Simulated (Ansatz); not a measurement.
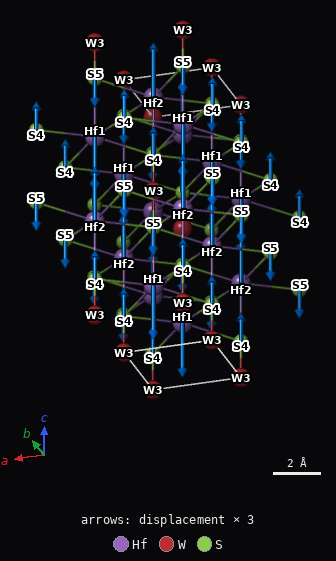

This is a relaxation of a crystal of Hf₂WS₂ (a generated structure, set up in I4/mmm) (coarse preliminary run). The starting structure is drawn; blue arrows show the displacements (the part carried along by the change of the cell is left out), magnified 3 times.

Style: ball-and-stick. Shown: the conventional cell (2 times the calculation's cell), repeated 1 × 2 × 1 with one cell outlined, from a free direction. Lengths and directions refer to the drawn axes.

The calculation used DFT PBE, scalar-relativistic, plane waves, PAW in Ansatz. (plane-wave cutoff 420 eV; k-point mesh 6 × 6 × 6; occupations gaussian; smearing width 0.1 eV; no spin polarisation; cell and atoms relaxed; force threshold 0.04 eV/Å; at most 70 steps)

Q: Atoms of which element are displaced furthest, and by how much?

A: Hafnium: up to 0.87 Å, against 0.46 Å for sulfur.

Q: What happened in the run?

A: The largest moves relative to the cell, 0.87 Å, are those of Hf1 and Hf2. Hf2 goes along +c. Largest moves by element: Hf 0.87 Å, S 0.46 Å. W stays in place. The volume changes by −5.9 %, with a = b 3.964 → 3.422 Å (−13.7 %), c 12.871 → 16.244 Å (+26.2 %). Some distances before and after: Hf1–S5 2.740 → 3.867 Å, W3–S4 1.708 → 2.615 Å, Hf1–Hf2 3.975 → 3.281 Å, Hf1–Hf1 3.964 → 3.422 Å. Bonds break: Hf1–S5 (2.74 → 3.87 Å), Hf2–S4 (2.74 → 3.87 Å). Bond angles that change, for instance: S4–Hf1–S4 168.6° → 136.1°, Hf1–S4–Hf1 168.6° → 136.1°, Hf1–S4–W3 95.7° → 68.1°. The space group stays I4/mmm (No. 139). The energy falls by 3450 meV per atom in 13 accepted moves (15 points after the start). Largest force component: 33 eV/Å at the start, 0.0021 eV/Å at the end. Pressure: 36.11 GPa at the start and 0.00 GPa at the end. At 2 points the geometry stayed and the basis and grid were re-selected for the new cell (energy shift of 3.3 meV per atom at most each time).
